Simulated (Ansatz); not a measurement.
Process, species as SMILES: FCl (F-Cl) → Cl atom + F atom
B3LYP-D3(BJ)/def2-TZVP geometries, fixed; electronic energies without zero-point terms.

Basis-set convergence of the atomisation energy at wB97M-V with Ansatz (a first-principles code). Cartesian d functions, on some or all atoms, in 6-311+G**; all else is spherical. The program fits the integrals of some runs and decomposes those of others, by size. Open shells are unrestricted. The functional holds VV10 correlation; no added dispersion term, no relativity. Functions are those of the species that has most. Reference: the value in aug-cc-pV(5+d)Z, 63.90 kcal/mol, itself unsure by roughly 0.11 kcal/mol (its mean distance from pcseg-4, aug-pcseg-3, aug-cc-pV(Q+d)Z). Deviations are taken from unrounded values.

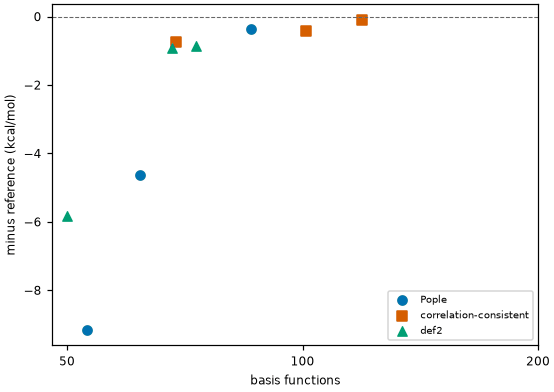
Figure: Deviation from the reference against the number of basis functions, by family of sets.

```csv
basis,functions,atomisation energy (kcal/mol),minus reference (kcal/mol)
def2-SVPD,50,58.06,-5.84
6-311+G**,53,54.74,-9.16
"6-311++G(2d,2p)",62,59.26,-4.64
def2-TZVP,68,63.00,-0.91
cc-pV(T+d)Z,69,63.16,-0.75
def2-TZVPP,73,63.05,-0.86
"6-311++G(3df,3pd)",86,63.54,-0.36
aug-cc-pV(T+d)Z,101,63.47,-0.44
cc-pV(Q+d)Z,119,63.81,-0.09
```
